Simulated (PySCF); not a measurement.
Potential energy curve for SMILES CF (CH3F), singlet. The C1–H5 bond (C1 also carries F, H, H; H5 carries nothing else) is pulled apart rigidly from the PBE0/def2-TZVP optimised geometry.

```
5

C      0.0000     0.0000     0.0000
F     -1.1315    -0.6408    -0.4501
H      0.8812    -0.5282    -0.3709
H      0.0000     1.0274    -0.3709
H      0.0000     0.0000     1.0923
```

Levels of theory: UKS-B3LYP/6-31G* = PySCF 2.14.0 with unrestricted B3LYP/6-31G*, spherical d; UKS-B3LYP = unrestricted B3LYP/cc-pVDZ run with PySCF; RCCSD(T) = CCSD(T) on RHF/cc-pVDZ, 2 core orbitals frozen run with PySCF; UKS-wB97X-V = PySCF with unrestricted wB97X-V/cc-pVDZ.

Energies are in eV, each relative to the lowest point of its own curve near equilibrium.

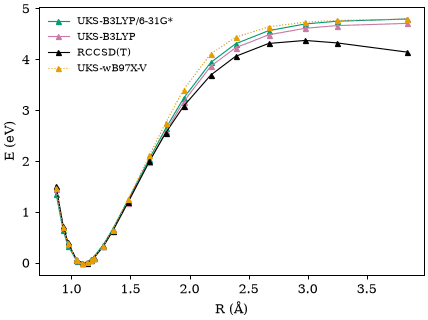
Figure. Energy against bond length for each method.

| R / Å | UKS-B3LYP/6-31G* | UKS-B3LYP | RCCSD(T) | UKS-wB97X-V |
|---|---|---|---|---|
| 0.87 | 1.362 | 1.443 | 1.507 | 1.466 |
| 0.93 | 0.643 | 0.696 | 0.732 | 0.708 |
| 0.97 | 0.340 | 0.377 | 0.400 | 0.383 |
| 1.04 | 0.058 | 0.072 | 0.078 | 0.072 |
| 1.05 | 0.038 | 0.049 | 0.054 | 0.049 |
| 1.09 | 0.000 | 0.000 | 0.000 | 0.000 |
| 1.13 | 0.016 | 0.007 | 0.004 | 0.008 |
| 1.17 | 0.076 | 0.059 | 0.055 | 0.062 |
| 1.19 | 0.119 | 0.099 | 0.095 | 0.104 |
| 1.27 | 0.356 | 0.324 | 0.323 | 0.339 |
| 1.35 | 0.664 | 0.624 | 0.627 | 0.653 |
| 1.48 | 1.234 | 1.184 | 1.195 | 1.246 |
| 1.66 | 2.047 | 1.990 | 1.994 | 2.110 |
| 1.80 | 2.646 | 2.584 | 2.559 | 2.758 |
| 1.95 | 3.236 | 3.167 | 3.079 | 3.405 |
| 2.18 | 3.939 | 3.864 | 3.691 | 4.109 |
| 2.39 | 4.307 | 4.228 | 4.059 | 4.433 |
| 2.67 | 4.564 | 4.482 | 4.312 | 4.639 |
| 2.98 | 4.696 | 4.611 | 4.372 | 4.732 |
| 3.25 | 4.750 | 4.664 | 4.323 | 4.766 |
| 3.84 | 4.793 | 4.707 | 4.143 | 4.791 |

At the longest distance, 3.84 Å, UKS-B3LYP/6-31G* lies highest above its minimum (4.793 eV) and RCCSD(T) lowest (4.143 eV).

The RCCSD(T) curve passes through a maximum at 2.98 Å and then falls by 0.229 eV up to the last usable point.

The unrestricted determinant behind UKS-B3LYP/6-31G*, UKS-B3LYP, UKS-wB97X-V is spin-contaminated at 2.18 to 3.84 Å (<S²> up to 1.0, against 0.00 for a pure singlet). The T1 diagnostic of CCSD on the restricted reference of RCCSD(T) exceeds 0.045 at 2.98 to 3.84 Å.
